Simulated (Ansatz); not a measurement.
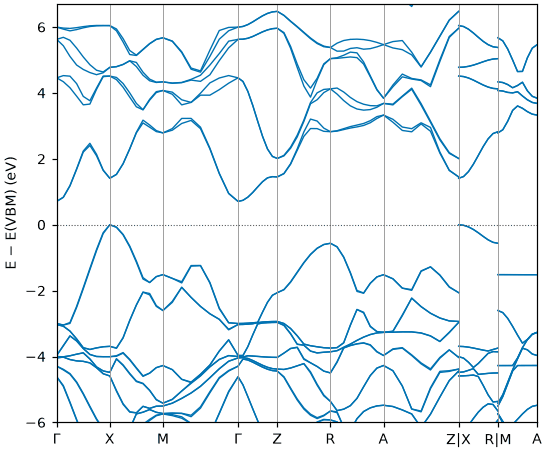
Band structure from DFT-PBEsol with spin–orbit coupling in the program Ansatz with PAW potentials

Question: Read off the gap and where the band edges lie.

Answer: About 0.7 eV (0.71 eV by a search for the band edges); maximum at X, minimum at Γ.

The material is SiSnO$_{3}$ in space group P4mm (No. 99; Si on 1b, Sn on 1a, O on 1b, O on 2c).

A made-up cell: these elements were put on the sites of a structure type; neither database checked (COD, Materials Project) lists it. Its standing as an ambient phase is unchecked. The cell was relaxed with PBEsol under the symmetry of its start; whether a distortion lowers the energy is not shown.

Potentials: the earlier of the program's two PAW sets. The files were generated under PBE; for other functionals the program regenerates the frozen cores, and for LDA and PBEsol the local potential too.
